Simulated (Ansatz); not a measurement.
# B2PLYP/STO-3G run of SiH3O− (SMILES [O-][SiH3])

What is the vertical singlet–triplet gap of SiH3O− at B2PLYP/STO-3G? 

Program for the calculation: Ansatz 0.2.0.

5 further runs of the same task are left out: 5 that didn't finish.

## (1) The structure to begin with

SiH3O− has 5 atoms, charge -1, and is taken as a singlet. SMILES: `[O-][SiH3]`. Geometry: relaxed at GFN2-xTB.

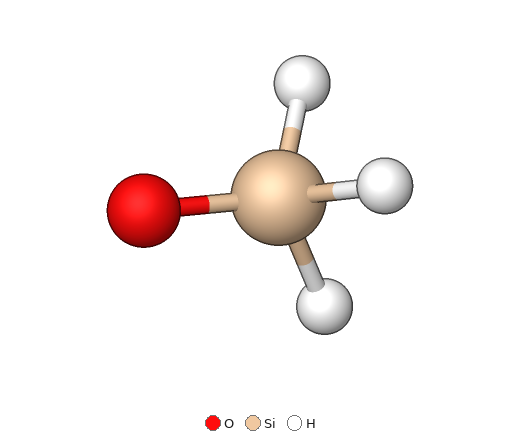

Viewed from a chosen angle; oxygen red, silicon light orange, hydrogen white.

## (2) The energy at B2PLYP/STO-3G

File job.yaml:

```yaml
crystal:
  periodic: [false, false, false]
  atoms:
    - {symbol: O, position_ang: [-1.444170, 0.271390, 0.700100]}
    - {symbol: Si, position_ang: [-0.082700, 0.015600, 0.039800]}
    - {symbol: H, position_ang: [-0.104440, -0.247420, -1.452600]}
    - {symbol: H, position_ang: [0.697830, -1.174610, 0.561420]}
    - {symbol: H, position_ang: [0.933480, 1.135040, 0.151280]}
basis:
  gaussian:
    orbitals: STO-3G
total_charge: -1
hamiltonian:
  xc: {name: B2PLYP}
correlation:
  frozen_orbitals: {H: 0, O: 1, Si: 5}
accuracy: high
```

The run is started by

```bash
ansatz run job.yaml --threads 1 --pin off --max-ram 2610MiB --events-out events.jsonl --progress --plain --runs-dir runs
```

The program printed:

```text
Warning: RAYON_NUM_THREADS=1 ignored (pool sized by the plan → 1); use --threads N
Functional definition: B2PLYP
  name "B2PLYP"
  parameter a = 0.53
  parameter c = 0.27
  exchange = (1 - a)*b88_x + a*exact_x
  correlation = (1 - c)*lyp_c + c*(mp2_os + mp2_ss)
290 factors; integrals over basis functions are off by at most 2.9e-8 eV
mean field evaluation 1: about -9837.7808 eV, gradient 2.2e1 eV
mean field evaluation 2: about -9837.7816 eV, gradient 2.2e1 eV
mean field evaluation 4: about -9839.5498 eV, gradient 2.4e0 eV
mean field evaluation 8: about -9839.5723 eV, gradient 6.3e-3 eV
mean field evaluation 16: about -9839.5723 eV, gradient 7.0e-9 eV
mean field -9839.57234211 eV, -361.5976140708 hartree, gradient 7.6e-9 eV, S^2 0.000000; 0 other end points of the search recorded, 0 dependent functions left out
6 core orbitals not correlated: weight in the atoms' cores, before any rotation towards them, 1.000 or more for the frozen orbitals, at most 0.000 for the correlated occupied ones
reference -9839.57235736 eV, -361.5976146312 hartree; 7, 7 occupied and 4, 4 virtual orbitals, 290 factors
second order -3.26362629 eV of doubles, -0.00000000 eV of singles
Total energy: -9840.45353646 eV, -361.6299973658 hartree
```

Run time: 1.3 s. Hardware: 1 thread of Arm Neoverse V1, shared host; peak memory 0.095 GiB.

## (3) The triplet

File input.yaml:

```yaml
crystal:
  periodic: [false, false, false]
  atoms:
    - symbol: O
      position_ang: [-1.444170, 0.271390, 0.700100]
    - symbol: Si
      position_ang: [-0.082700, 0.015600, 0.039800]
    - symbol: H
      position_ang: [-0.104440, -0.247420, -1.452600]
    - symbol: H
      position_ang: [0.697830, -1.174610, 0.561420]
    - symbol: H
      position_ang: [0.933480, 1.135040, 0.151280]
basis:
  gaussian: {orbitals: STO-3G}
hamiltonian: {xc: {name: B2PLYP}}
correlation: {frozen_orbitals: {H: 0, O: 1, Si: 5}}
magnetization: {spin_polarized: true, initial_magnetization: 2}
accuracy: high
total_charge: -1
```

The run is started by

```bash
ansatz run input.yaml --threads 1 --pin off --max-ram 2610MiB --events-out events.jsonl --progress --plain --runs-dir runs
```

The program printed, cut to the lines that bear on the results:

```text
Warning: RAYON_NUM_THREADS=1 ignored (pool sized by the plan → 1); use --threads N
[... 2 set-up lines as earlier in the session ...]
[...]
290 factors; integrals over basis functions are off by at most 2.9e-8 eV
[...]
mean field -9831.81407131 eV, -361.3125028777 hartree, gradient 2.7e-8 eV, S^2 2.015124; 4 other end points of the search recorded, 0 dependent functions left out
6 core orbitals not correlated: weight in the atoms' cores, before any rotation towards them, 1.000 or more for the frozen orbitals, at most 0.000 for the correlated occupied ones
reference -9831.81408718 eV, -361.3125034609 hartree; 8, 6 occupied and 3, 5 virtual orbitals, 290 factors
second order -1.95715399 eV of doubles, -0.00000000 eV of singles
Total energy: -9832.34251875 eV, -361.3319229631 hartree
```

Wall time 9 s (1 thread of Arm Neoverse V1, shared host); peak memory 0.13 GiB.

## (4) Results

Level: B2PLYP/STO-3G, 6 core orbitals frozen.

| quantity | value |
| --- | --- |
| singlet: total energy | -361.63000 Eh |
| triplet: total energy | -361.33192 Eh |
| triplet: ⟨S²⟩ | 2.015 |
| vertical energy of the triplet above the singlet | 8.111 eV |

In words: At this shape the triplet lies 8.11 eV (783 kJ/mol) above the singlet. For an anion a state so high probably lies above electron detachment. In a minimal basis such a difference can be off by several eV, whatever the method.
